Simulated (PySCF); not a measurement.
Cd(H)(SiH3), SMILES [SiH3][CdH] at its B3LYP/def2-SVP optimised geometry (Å):

```
6

Cd    -0.6972     0.1278     0.0000
H     -2.3989     0.1274     0.0007
Si     1.8402     0.1278     0.0000
H      2.3989     1.1829    -0.9039
H      2.3983    -1.1829    -0.4613
H      2.3974     0.3832     1.3663
```

Calculation: B3LYP/def2-TZVP, def2 effective core potentials past Kr (PySCF 2.14.0). The core electrons that the potentials of Cd replace are not part of the density. Cells within 0.4 Å of a nucleus heavier than hydrogen are left out (blank, or x).

Map of the electron localisation function on the plane z = 0.0 Å:

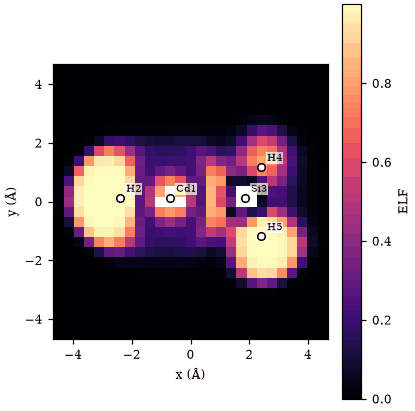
*Electron localisation function on the plane z = 0.0 Å.*
